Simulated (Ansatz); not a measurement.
SnH3OCl: several calculations on one system

Part 1: Relaxation

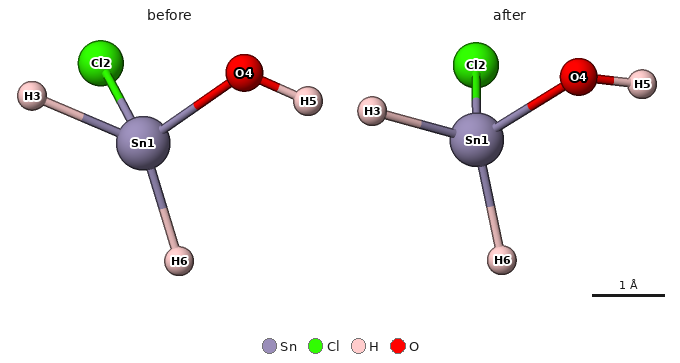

The structure of SnH$_{3}$OCl before (left) and after (right) a relaxation, at one scale.

A ball-and-stick model, seen at a tilt.

The run prepares an end point of a later path (reaction) calculation, from a guessed geometry.

These are results of Ansatz, RKS BLYP/def2-SVP, not measurements. Settings: no spin polarisation; force threshold 0.03 eV/Å; at most 50 steps.

What changed between the two?

Over 7 geometry steps the energy falls by 12.0 kcal/mol. The largest force component goes from 1.2 to 0.011 eV/Å. Cl2 moves most after the best rigid fit: 0.52 Å. By element the largest moves are Cl 0.52 Å, H 0.49 Å, Sn 0.11 Å, O 0.11 Å. Among the angles between lasting bonds that change: Cl2–Sn1–H3 76.8° → 109.2°, H3–Sn1–H6 130.6° → 118.0°, Cl2–Sn1–H6 113.2° → 106.2°.

Part 2: Relaxation

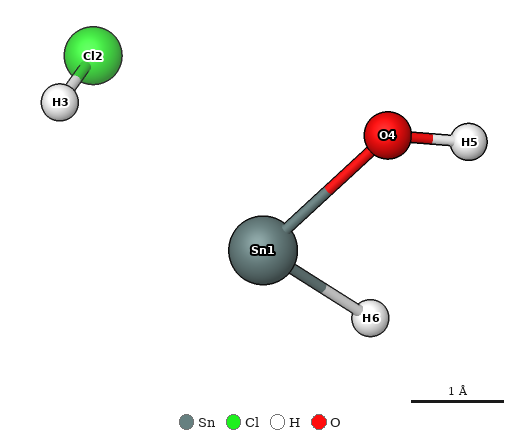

SnH3OCl, before the relaxation. A ball-and-stick model, seen at a tilt.

The run prepares an end point of a later path (reaction) calculation, from a guessed geometry.

Method: RKS BLYP/def2-SVP in Ansatz 0.2.0.

Input file:
```yaml
crystal:
  periodic: [false, false, false]
  atoms:
    - { symbol: Sn, position_ang: [0.062481, -0.137398, -0.923311] }
    - { symbol: Cl, position_ang: [1.847092, -0.096323, 2.211383] }
    - { symbol: H, position_ang: [2.285957, 0.184874, 0.975903] }
    - { symbol: O, position_ang: [-1.09257, 1.545438, -0.863754] }
    - { symbol: H, position_ang: [-2.015022, 1.345708, -0.602052] }
    - { symbol: H, position_ang: [-1.280038, -1.2941, -0.478168] }
basis:
  gaussian: { orbitals: def2-SVP }
hamiltonian:
  xc: blyp
relax:
  f_tol: 0.03
  max_steps: 50
output:
  orbitals: {}
```

Command:
```bash
ansatz run input.yaml --threads 1 --pin off --max-ram 2048MiB --backend cpu --events-out ev --progress --plain --runs-dir out
```

> Where does the relaxation end?

Cl2 moves most after the best rigid fit: 0.63 Å. Largest moves by element: Cl 0.63 Å, H 0.52 Å, Sn 0.30 Å, O 0.11 Å. Near-neighbour distances that change, for instance: Sn1–Cl2 3.607 → 3.274 Å, Cl2–H3 1.341 → 1.303 Å, Sn1–O4 2.042 → 2.050 Å, Sn1–H6 1.827 → 1.835 Å. The energy falls by 8.25 kJ/mol in 15 accepted moves (18 points after the start). The largest force component goes from 0.87 to 0.028 eV/Å. The line search rejected the trial steps at points 3, 11, 13 of the run. The forces were under the threshold at step 12, but the run went on from there. The run took 38 s on 1 thread of Arm Neoverse V1 (shared host), peak memory 0.14 GiB.

The structure at the end:

```xyz
6

Sn   -0.0231   -0.2790   -1.1736
Cl    1.4982   -0.2933    1.7258
H     2.4250    0.5331    1.3312
O    -1.0124    1.4985   -0.9178
H    -1.8297    1.3746   -0.3925
H    -1.2500   -1.2857   -0.2530
```

The end point in the same view:

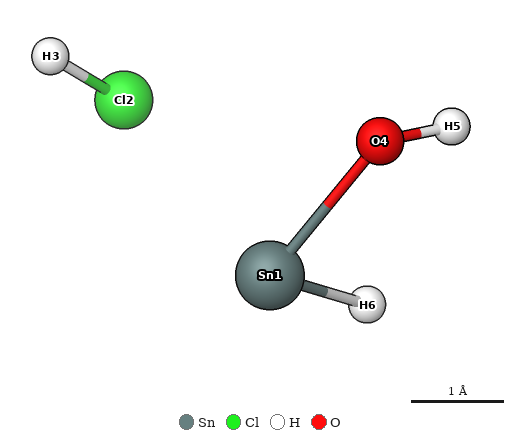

Limits of the set-up: the start holds two separate molecules, 2.9 Å apart at their closest, whose relative position is a soft coordinate and is computed without a dispersion correction.

Part 3: Path

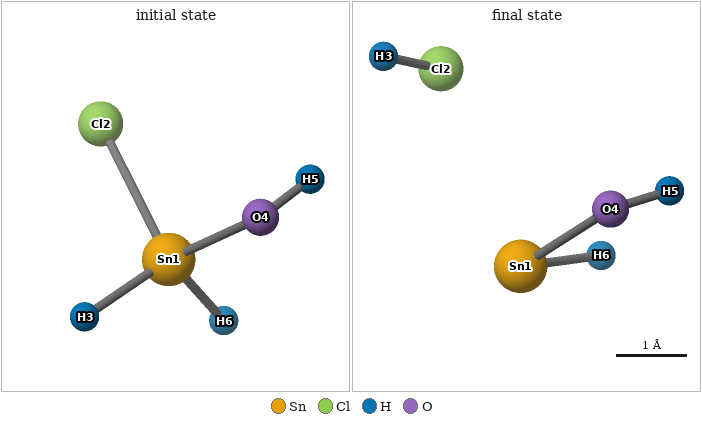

The two relaxed end points of a path for SnH3OCl. A ball-and-stick model, seen at a tilt.

All numbers below come from RKS BLYP/def2-SVP (Ansatz).

Settings: 7 movable images; climbing image; force threshold 0.03 eV/Å; iteration limit 60.

Start:
```xyz
6

Sn    0.3120   -0.0931   -0.0099
Cl    0.4850    0.0889    2.3761
H     1.8732    0.1197   -0.7088
O    -0.7192    1.4927   -0.7008
H    -1.6180    1.5203   -0.3134
H    -0.5250   -1.5804   -0.3231
```

End:
```xyz
6

Sn   -0.1535   -0.4328   -1.0877
Cl    1.6183   -0.1492    1.6512
H     2.5379    0.5714    1.0745
O    -1.0457    1.4106   -0.9893
H    -1.8172    1.3971   -0.3862
H    -1.3320   -1.2488    0.0575
```

Question: What barrier does the band find between them, and by what path?

Answer: The energy climbs by 1.54 eV to image 3 and then falls by 0.92 eV, so the end point sits at +0.62 eV. Breaking: Sn1–Cl2 (2.40 → 2.70 at the top → 3.27 Å), Sn1–H3 (1.72 → 1.79 at the top → 3.60 Å). Forming: Cl2–H3 (3.38 → 1.88 at the top → 1.30 Å). The band converged in 13 iterations, with a climbing image at the top.

Energies of the converged images:

| image | path (Å) | E (eV) |
| --- | --- | --- |
| 0 | 0.00 | 0.000 |
| 1 | 0.53 | 0.131 |
| 2 | 1.06 | 0.854 |
| 3 | 1.59 | 1.539 |
| 4 | 1.98 | 1.126 |
| 5 | 2.37 | 0.761 |
| 6 | 2.76 | 0.679 |
| 7 | 3.15 | 0.636 |
| 8 | 3.53 | 0.623 |

The geometry at the top of the path:

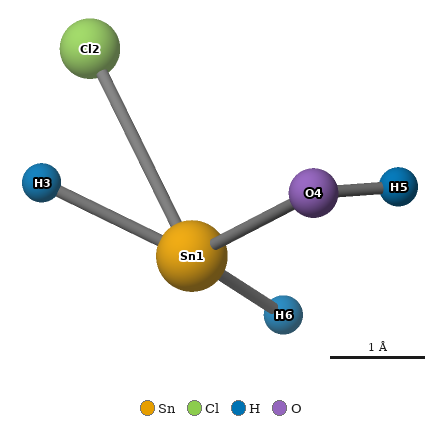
